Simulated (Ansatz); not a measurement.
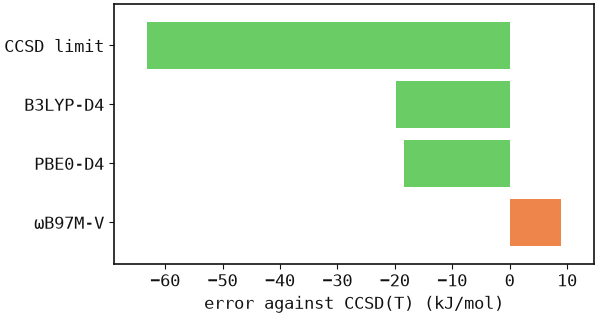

Error in the electronic atomisation energy (method less reference, so positive means overbinding) of C₂H₈OSSi, SMILES CSC[SiH2]O: functionals in def2-TZVPP against frozen-core CCSD(T) at the limit (MP2 extrapolated from triple and quadruple zeta, plus CCSD(T) less MP2 in a smaller set), which gives 4686.2 kJ/mol, at a PBE0-D4/def2-TZVP geometry (no frequency check), no zero-point or spin-orbit term, the Ansatz code. The reference leaves out core correlation, a term that grows with the number of heavy atoms. Limit means the basis limit.

**What range do the values span?**

From −63.2 kJ/mol (CCSD limit) to 9.0 kJ/mol (ωB97M-V).

**Give the values.**

| level | kJ/mol |
| --- | --- |
| CCSD limit | −63.2 |
| B3LYP-D4 | −19.8 |
| PBE0-D4 | −18.4 |
| ωB97M-V | 9.0 |

Caveats, for all or some of the runs: one conformer of a flexible molecule.
